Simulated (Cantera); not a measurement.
Feed: 1 mol SiCl4, 1.5 mol H2, at 777 °C.

These are equilibrium values from Cantera (NASA tables, ideal gas, pure condensed phases), not measurements of a reactor. Candidate condensed phases: Si; 19 gas species. The tables' values for SiCl3 are old estimates; treat these amounts as uncertain. Equilibrium is a limit: real reactors are often held back by kinetics, nucleation or transport.

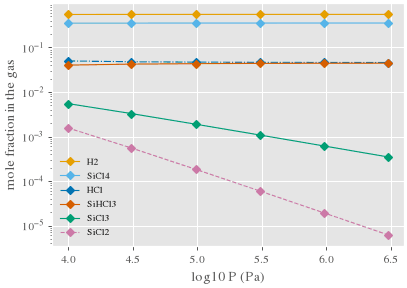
Figure. Equilibrium gas composition (values under 1e-9 drawn at 1e-9)

**Question.** Read off the mole fractions at 2330 Torr.

**Answer.** H2 about 0.55, SiCl4 about 0.35, HCl about 0.046, SiHCl3 about 0.044, SiCl3 about 0.0011, SiCl2 about 5.9e-5.
